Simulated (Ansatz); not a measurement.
# BPH6 (SMILES [BH3-][PH3+]) at CCSD(T)/def2-SVPD

Aim: the vertical electron affinity of BPH6 at CCSD(T)/def2-SVPD, from 2 runs. 

The results are computed with Ansatz 0.2.0.

48 further runs of the same task are left out: 48 set aside as unsound or not needed.

## (1) The molecule

The species is BPH6 (8 atoms), meant as a singlet with charge 0. SMILES: `[BH3-][PH3+]`. The coordinates come from a PBE0-D4/def2-TZVP relaxation.

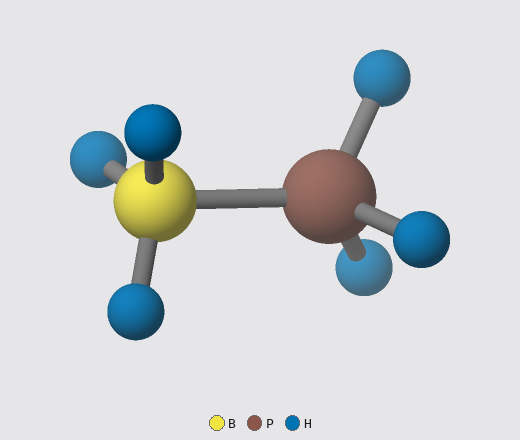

The structure, seen from a chosen angle (boron yellow, phosphorus brown, hydrogen blue).

## (2) A single-point energy at CCSD(T)/def2-SVPD

File input.yaml:

```yaml
crystal:
  periodic: [false, false, false]
  atoms:
    - symbol: B
      position_ang: [-0.556100, 0.227200, -0.914000]
    - symbol: P
      position_ang: [0.433900, -0.181600, 0.667700]
    - symbol: H
      position_ang: [-1.693400, 0.343100, -0.520100]
    - symbol: H
      position_ang: [-0.367800, -0.730200, -1.628000]
    - symbol: H
      position_ang: [-0.055500, 1.254200, -1.309900]
    - symbol: H
      position_ang: [0.418800, 0.755700, 1.718800]
    - symbol: H
      position_ang: [1.823100, -0.380300, 0.547100]
    - symbol: H
      position_ang: [0.089200, -1.345200, 1.382600]
basis:
  gaussian:
    orbitals: def2-SVPD
correlation:
  method: ccsd_t
  frozen_orbitals: {B: 1, H: 0, P: 5}
accuracy: high
scf:
  omitted_lower_state_checks: [cluster_reference, increment]
```

Launch:

```
$ ansatz run input.yaml --threads 1 --pin off --max-ram 3480MiB --events-out events.jsonl --progress --plain --runs-dir runs
```

Standard output:

```text
Warning: RAYON_NUM_THREADS=1 ignored (pool sized by the plan → 1); use --threads N
Functional definition: HF
  name "HF"
  exchange = exact_x
  correlation = 0
these checks for a lower state are left out or cut short: cluster_reference, increment
1856 factors; integrals over basis functions are off by at most 3.6e-9 eV
mean field evaluation 1: about -10032.5706 eV, gradient 2.1e1 eV
mean field evaluation 2: about -10032.5727 eV, gradient 2.1e1 eV
mean field evaluation 4: about -10034.3488 eV, gradient 1.9e0 eV
mean field evaluation 8: about -10034.3695 eV, gradient 9.5e-3 eV
mean field -10034.36951967 eV, -368.7562783078 hartree, gradient 1.9e-8 eV, S^2 0.000000; 0 other end points of the search recorded, 0 dependent functions left out
6 core orbitals not correlated: weight in the atoms' cores, before any rotation towards them, 1.000 or more for the frozen orbitals, at most 0.000 for the correlated occupied ones
reference -10034.36951967 eV, -368.7562783078 hartree; 7, 7 occupied and 79, 79 virtual orbitals, 1856 factors
second order -7.04528704 eV of doubles, -0.00000000 eV of singles
cycle   1  -7.98078854 eV  change   -9.4e-1 eV  update   6.9e-2
cycle   2  -8.28851690 eV  change   -3.1e-1 eV  update   2.2e-2
cycle   3  -8.30902559 eV  change   -2.1e-2 eV  update   6.0e-3
cycle   4  -8.30706174 eV  change    2.0e-3 eV  update   1.9e-3
cycle   5  -8.30614810 eV  change    9.1e-4 eV  update   5.7e-4
cycle   6  -8.30602838 eV  change    1.2e-4 eV  update   1.7e-4
cycle   7  -8.30602602 eV  change    2.4e-6 eV  update   4.1e-5
cycle   8  -8.30602925 eV  change   -3.2e-6 eV  update   1.2e-5
cycle   9  -8.30602750 eV  change    1.8e-6 eV  update   3.5e-6
cycle  10  -8.30602611 eV  change    1.4e-6 eV  update   1.1e-6
cycle  11  -8.30602600 eV  change    1.1e-7 eV  update   4.1e-7
cycle  12  -8.30602613 eV  change   -1.4e-7 eV  update   1.4e-7
cycle  13  -8.30602626 eV  change   -1.3e-7 eV  update   5.1e-8
cycle  14  -8.30602630 eV  change   -3.6e-8 eV  update   2.8e-8
cycle  15  -8.30602631 eV  change   -1.7e-8 eV  update   1.9e-8
cycle  16  -8.30602629 eV  change    1.8e-8 eV  update   1.1e-7
cycle  17  -8.30602629 eV  change    9.2e-9 eV  update   2.4e-8
cycle  18  -8.30602628 eV  change    3.1e-9 eV  update   5.9e-9
cycle  19  -8.30602628 eV  change    1.5e-9 eV  update   1.8e-9
cycle  20  -8.30602628 eV  change   4.1e-10 eV  update  5.3e-10
perturbative correction -0.24030224 eV, -0.0088309446 hartree
Total energy: -10042.91584819 eV, -369.0703500882 hartree
Checks for a lower state left out: cluster_reference, increment
```

It took 18 s on 1 thread of Intel Xeon Platinum 8259CL at 2.50GHz (Skylake/Cascade Lake), shared host; peak memory 0.6 GiB.

## (3) The doublet anion at the same level

File job.yaml:

```yaml
crystal:
  periodic: [false, false, false]
  atoms:
    - symbol: B
      position_ang: [-0.556100, 0.227200, -0.914000]
    - symbol: P
      position_ang: [0.433900, -0.181600, 0.667700]
    - symbol: H
      position_ang: [-1.693400, 0.343100, -0.520100]
    - symbol: H
      position_ang: [-0.367800, -0.730200, -1.628000]
    - symbol: H
      position_ang: [-0.055500, 1.254200, -1.309900]
    - symbol: H
      position_ang: [0.418800, 0.755700, 1.718800]
    - symbol: H
      position_ang: [1.823100, -0.380300, 0.547100]
    - symbol: H
      position_ang: [0.089200, -1.345200, 1.382600]
basis:
  gaussian:
    orbitals: def2-SVPD
correlation:
  method: ccsd_t
  frozen_orbitals: {B: 1, H: 0, P: 5}
total_charge: -1
scf:
  omitted_lower_state_checks: [cluster_reference, increment]
magnetization:
  spin_polarized: true
  initial_magnetization: 1
accuracy: high
```

Launch:

```
$ ansatz run job.yaml --threads 1 --pin off --max-ram 3480MiB --events-out events.jsonl --progress --plain --runs-dir runs
```

Standard output:

```text
Warning: RAYON_NUM_THREADS=1 ignored (pool sized by the plan → 1); use --threads N
[... 4 set-up lines as earlier in the session ...]
these checks for a lower state are left out or cut short: cluster_reference, increment
1856 factors; integrals over basis functions are off by at most 3.6e-9 eV
mean field evaluation 1: about -10028.9838 eV, gradient 1.9e1 eV
mean field evaluation 2: about -10028.9873 eV, gradient 1.9e1 eV
mean field evaluation 4: about -10032.1203 eV, gradient 1.6e0 eV
mean field evaluation 8: about -10032.2680 eV, gradient 1.8e-1 eV
mean field evaluation 16: about -10032.2755 eV, gradient 2.0e-8 eV
mean field evaluation 32: about -10032.0717 eV, gradient 3.8e0 eV
mean field evaluation 64: about -10032.2755 eV, gradient 9.5e-7 eV
mean field -10032.27548129 eV, -368.6793238170 hartree, gradient 2.0e-8 eV, S^2 0.751747; 8 other end points of the search recorded, 0 dependent functions left out
6 core orbitals not correlated: weight in the atoms' cores, before any rotation towards them, 1.000 or more for the frozen orbitals, at most 0.000 for the correlated occupied ones
reference -10032.27548129 eV, -368.6793238170 hartree; 8, 7 occupied and 78, 79 virtual orbitals, 1856 factors
second order -7.54244746 eV of doubles, -0.00000000 eV of singles
cycle   1  -8.45673450 eV  change   -9.1e-1 eV  update   8.3e-2
cycle   2  -8.78666891 eV  change   -3.3e-1 eV  update   2.9e-2
cycle   3  -8.81632236 eV  change   -3.0e-2 eV  update   1.3e-2
cycle   4  -8.80799104 eV  change    8.3e-3 eV  update   7.7e-3
cycle   5  -8.80472249 eV  change    3.3e-3 eV  update   4.8e-3
cycle   6  -8.80564382 eV  change   -9.2e-4 eV  update   3.0e-3
cycle   7  -8.80658053 eV  change   -9.4e-4 eV  update   1.6e-3
cycle   8  -8.80684500 eV  change   -2.6e-4 eV  update   8.0e-4
cycle   9  -8.80674869 eV  change    9.6e-5 eV  update   3.4e-4
cycle  10  -8.80672747 eV  change    2.1e-5 eV  update   1.1e-4
cycle  11  -8.80674952 eV  change   -2.2e-5 eV  update   4.1e-5
cycle  12  -8.80673997 eV  change    9.6e-6 eV  update   1.4e-5
cycle  13  -8.80674015 eV  change   -1.8e-7 eV  update   5.6e-6
cycle  14  -8.80673574 eV  change    4.4e-6 eV  update   2.0e-6
cycle  15  -8.80673454 eV  change    1.2e-6 eV  update   6.8e-7
cycle  16  -8.80673439 eV  change    1.5e-7 eV  update   2.9e-7
cycle  17  -8.80673443 eV  change   -4.0e-8 eV  update   1.8e-7
cycle  18  -8.80673448 eV  change   -5.0e-8 eV  update   1.4e-7
cycle  19  -8.80673451 eV  change   -3.2e-8 eV  update   1.0e-7
cycle  20  -8.80673452 eV  change   -8.8e-9 eV  update   6.9e-8
cycle  21  -8.80673450 eV  change    1.9e-8 eV  update   4.3e-8
cycle  22  -8.80673449 eV  change    9.2e-9 eV  update   2.7e-8
cycle  23  -8.80673451 eV  change   -1.6e-8 eV  update   1.0e-7
cycle  24  -8.80673451 eV  change   -4.6e-9 eV  update   2.6e-8
cycle  25  -8.80673451 eV  change    1.3e-9 eV  update   8.4e-9
cycle  26  -8.80673451 eV  change  -3.6e-10 eV  update   4.8e-9
cycle  27  -8.80673451 eV  change  -3.6e-10 eV  update   3.4e-9
cycle  28  -8.80673451 eV  change  -2.8e-10 eV  update   2.3e-9
cycle  29  -8.80673451 eV  change  -1.6e-10 eV  update   1.2e-9
perturbative correction -0.29829339 eV, -0.0109620798 hartree
Total energy: -10041.38050919 eV, -369.0139274207 hartree
Checks for a lower state left out: cluster_reference, increment
```

Wall time 52 s (1 thread of Intel Xeon Platinum 8259CL at 2.50GHz (Skylake/Cascade Lake), shared host); peak memory 1.1 GiB.

## (4) Results

At CCSD(T)/def2-SVPD, 6 core orbitals frozen:

| quantity | value |
| --- | --- |
| singlet BPH6: total energy | -369.07035 Eh |
| singlet BPH6: correlation energy (6 core orbitals frozen) | -314.1 mEh |
| singlet BPH6: (T) correction | -8.83 mEh |
| singlet BPH6: T1 diagnostic | 0.011 |
| doublet anion: total energy | -369.01393 Eh |
| doublet anion: correlation energy (6 core orbitals frozen) | -334.6 mEh |
| doublet anion: (T) correction | -10.96 mEh |
| doublet anion: ⟨S²⟩ of the reference determinant | 0.752 |
| doublet anion: T1 diagnostic | 0.024 |
| vertical electron affinity (to the doublet anion) | -1.535 eV |

**Reading.** The anion lies 1.54 eV (148 kJ/mol) above the neutral: the electron isn't bound at this level, and such a value depends on the basis. The triples (singlet BPH6) make up 2.8 % of the correlation energy. The triples (doublet anion) make up 3.3 % of the correlation energy.
